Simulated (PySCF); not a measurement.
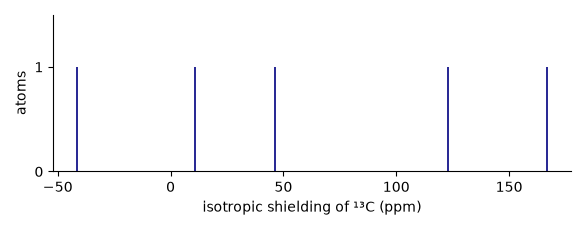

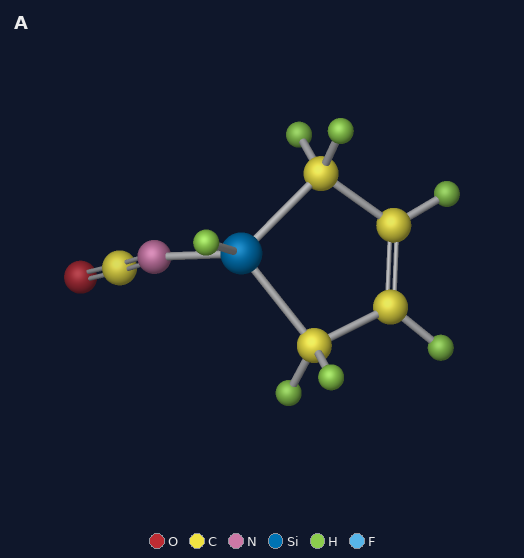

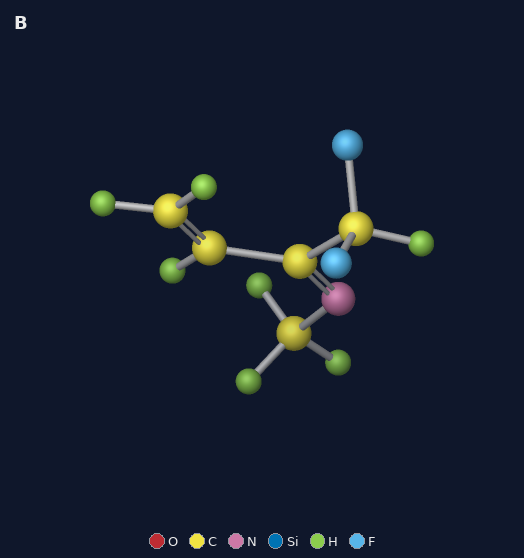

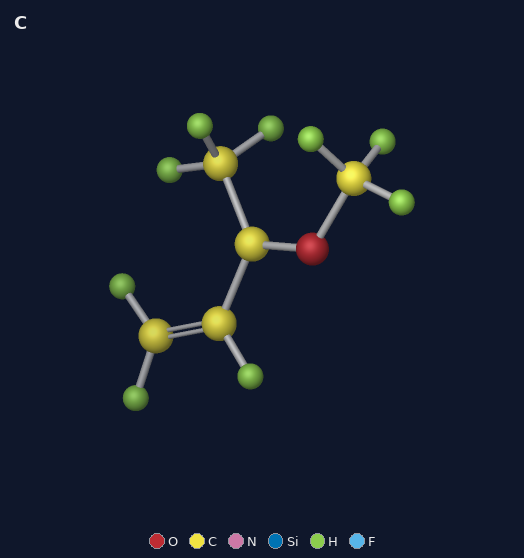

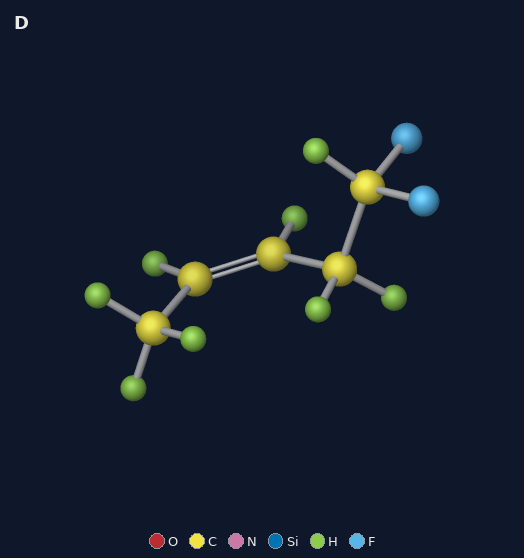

The sticks are computed shieldings of one of the molecules, for one fixed geometry (GFN2-xTB) without averaging over rotations. Low shielding means a high chemical shift. Method: GIAO PBE0/pcSseg-1 NMR shielding, non-relativistic, gas phase (PySCF 2.14.0).

### Which molecule gives this pattern?

C, `C=C[C+](C)OC`. Its 5 C atoms give lines at −41.6, 10.8, 46.5, 122.9, 166.8 ppm.

The geometry is semi-empirical. Around Si such bond lengths and angles can be off by a tenth of an ångström or more and by several degrees, and values that hang on the shape move with them.
